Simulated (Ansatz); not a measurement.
CoP$_{3}$ (space group Im-3)

```xyz
16
Lattice="-3.8199 3.8199 3.8199 3.8199 -3.8199 3.8199 3.8199 3.8199 -3.8199" Properties=species:S:1:pos:R:3 pbc="T T T"
Co     1.9100     1.9100    -1.9100
Co     1.9100     1.9100     1.9100
Co     1.9100    -1.9100     1.9100
Co    -1.9100     1.9100     1.9100
P      1.1670     2.6957     3.8199
P      2.6529     1.1242     0.0000
P      4.9869     1.1242     0.0000
P     -1.1670     2.6957     3.8199
P      3.8199     1.1670     2.6957
P      0.0000     2.6529     1.1242
P      0.0000     4.9869     1.1242
P      3.8199    -1.1670     2.6957
P      2.6957     3.8199     1.1670
P      1.1242     0.0000     2.6529
P      1.1242     0.0000     4.9869
P      2.6957     3.8199    -1.1670
```

Equation-of-state scan: isotropic scaling of the cell above, V₀ being its volume. The atoms relax within the cell's symmetry.

Computed with PBEsol (plane waves to 420 eV, PAW, scalar-relativistic; Ansatz, a quantum-chemistry and plane-wave program). k mesh 5×5×5 (Γ-centred), Fermi-Dirac smearing 0.05 eV. E stands for the smeared free energy. At this level the bands of CoP3 touch or barely overlap; measurements give the solid a gap. CoP3 is run without spin polarisation. CoP3 was relaxed with its symmetry unable to fall. The zero of ΔE is the relaxed starting cell.

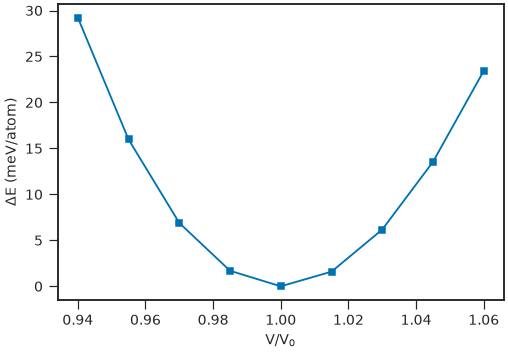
Figure: ΔE (meV/atom) against V/V₀; computed points joined by lines.

Question: What is ΔE at V/V₀ = 0.940?

Answer: About 29 meV/atom.

Question: What is ΔE at V/V₀ = 1.060?

Answer: About 23 meV/atom.

Question: What bulk modulus B₀ follows from a third-order Birch-Murnaghan fit?

Answer: About 170 GPa.

(A scan under strain: stresses follow from slopes of the energy per volume, elastic moduli from its curvatures.)
